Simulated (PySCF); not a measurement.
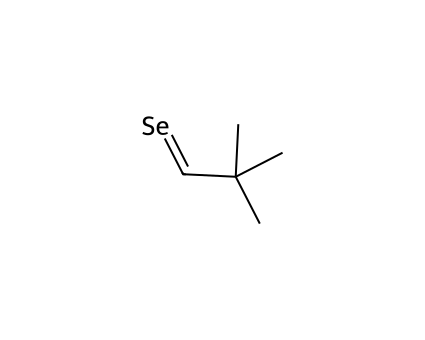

Structural formula above. Computed geometry: PBE0-D3(BJ)/def2-SVP optimisation. No frequency run is at hand to confirm it as a minimum.

Describe the 3D structure.

It has 16 atoms: 5 carbon, 10 hydrogen and 1 selenium (C₅H₁₀Se). SMILES: `CC(C)(C)C=[Se]`. It has no ring. Coordination: 4 C tetrahedral; 1 C trigonal planar.

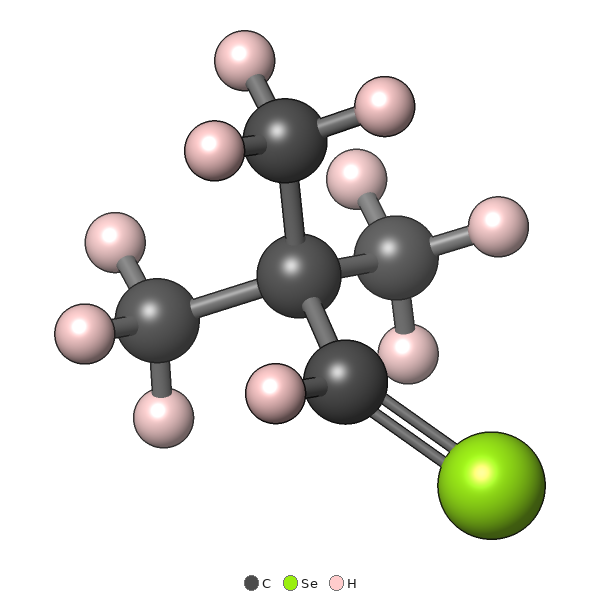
